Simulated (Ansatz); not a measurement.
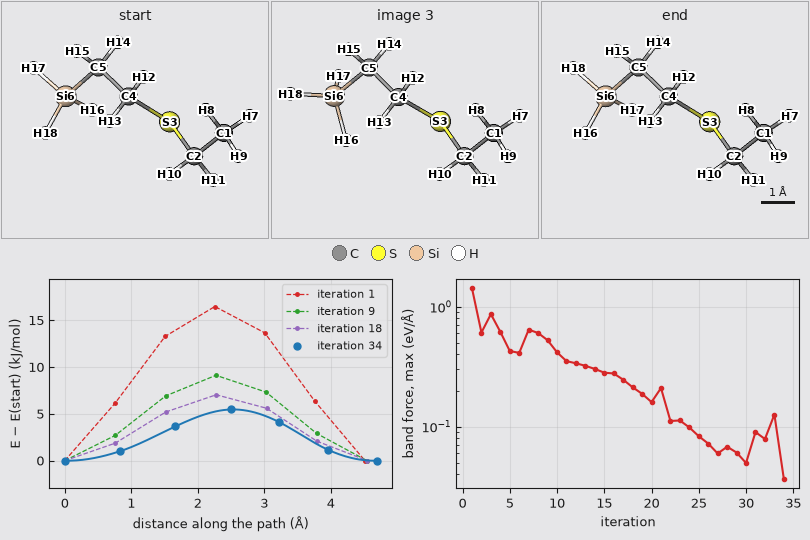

NEB run on C₄H₁₂SSi. Images are numbered from 0 (start) to 6 (end). The plot follows the band through its iterations. The picture is a ball-and-stick view, seen from a free direction.

Computed with RHF/STO-3G in Ansatz.

The input:
```yaml
crystal:
  periodic: [false, false, false]
  atoms:
    - { symbol: C, position_ang: [-2.997141, 0.06143, 0.196049] }
    - { symbol: C, position_ang: [-1.88611, -0.997334, 0.368092] }
    - { symbol: S, position_ang: [-0.329692, -0.370903, 1.031735] }
    - { symbol: C, position_ang: [0.305071, 0.463345, -0.44007] }
    - { symbol: C, position_ang: [1.738601, 1.001787, -0.215489] }
    - { symbol: Si, position_ang: [3.042777, -0.302264, 0.109238] }
    - { symbol: H, position_ang: [-3.212771, 0.550587, 1.14148] }
    - { symbol: H, position_ang: [-2.709155, 0.822985, -0.522164] }
    - { symbol: H, position_ang: [-3.909836, -0.408272, -0.16056] }
    - { symbol: H, position_ang: [-1.715619, -1.49463, -0.585878] }
    - { symbol: H, position_ang: [-2.237515, -1.758502, 1.061764] }
    - { symbol: H, position_ang: [-0.343295, 1.295167, -0.713102] }
    - { symbol: H, position_ang: [0.303897, -0.224263, -1.285671] }
    - { symbol: H, position_ang: [1.721808, 1.712163, 0.605216] }
    - { symbol: H, position_ang: [2.021333, 1.566621, -1.098627] }
    - { symbol: H, position_ang: [2.895876, -0.862809, 1.407987] }
    - { symbol: H, position_ang: [4.330714, 0.294889, 0.013021] }
    - { symbol: H, position_ang: [2.943458, -1.338599, -0.860723] }
basis:
  gaussian: { orbitals: STO-3G }
hamiltonian:
  xc: hf
neb:
  order_check: false
  images: 5
  f_tol: 0.05
  max_iterations: 60
  initial_path: idpp
  max_displacement: 0.5
  optimiser: fire
  final_atoms:
    - { symbol: C, position_ang: [-2.99050718, 0.09633723, 0.24676143] }
    - { symbol: C, position_ang: [-1.87763218, -0.93335481, 0.54016258] }
    - { symbol: S, position_ang: [-0.30769029, -0.2285183, 1.08193085] }
    - { symbol: C, position_ang: [0.29451397, 0.40152395, -0.50098814] }
    - { symbol: C, position_ang: [1.73344191, 0.95856827, -0.380798] }
    - { symbol: Si, position_ang: [3.04336479, -0.29786242, 0.07968667] }
    - { symbol: H, position_ang: [-3.18571487, 0.71221132, 1.11973986] }
    - { symbol: H, position_ang: [-2.71675454, 0.75011989, -0.57559043] }
    - { symbol: H, position_ang: [-3.91100213, -0.41452949, -0.02266941] }
    - { symbol: H, position_ang: [-1.72687587, -1.55721105, -0.33981264] }
    - { symbol: H, position_ang: [-2.21592143, -1.59097201, 1.338251] }
    - { symbol: H, position_ang: [-0.35869438, 1.19295592, -0.86672888] }
    - { symbol: H, position_ang: [0.27323342, -0.39153941, -1.24828859] }
    - { symbol: H, position_ang: [1.73658509, 1.76926712, 0.34111465] }
    - { symbol: H, position_ang: [1.99614683, 1.40316457, -1.33587116] }
    - { symbol: H, position_ang: [2.91965326, -1.45122396, -0.74453221] }
    - { symbol: H, position_ang: [2.92693582, -0.68424171, 1.44353642] }
    - { symbol: H, position_ang: [4.32931877, 0.27670289, -0.12360602] }
```

Launched with:
```bash
ansatz run input.yaml --threads 1 --pin off --max-ram 2048MiB --backend cpu --events-out ev --progress --plain --runs-dir out
```

Q: Did the band converge, and can the barrier be trusted?

A: The run is converged, with reservations. The band converged in 34 iterations. The largest component of the band force went from 1.4 to 0.037 eV/Å. The climbing image converged on the top of the path. Its curvatures weren't checked. The step length is far from the usual. The first iteration put the highest image at 16.47 kJ/mol. The two ends have the same energy, and the highest point, image 3, lies 5.47 kJ/mol above the start.

Limits of the set-up: STO-3G is a minimal basis, so the numbers are rough.
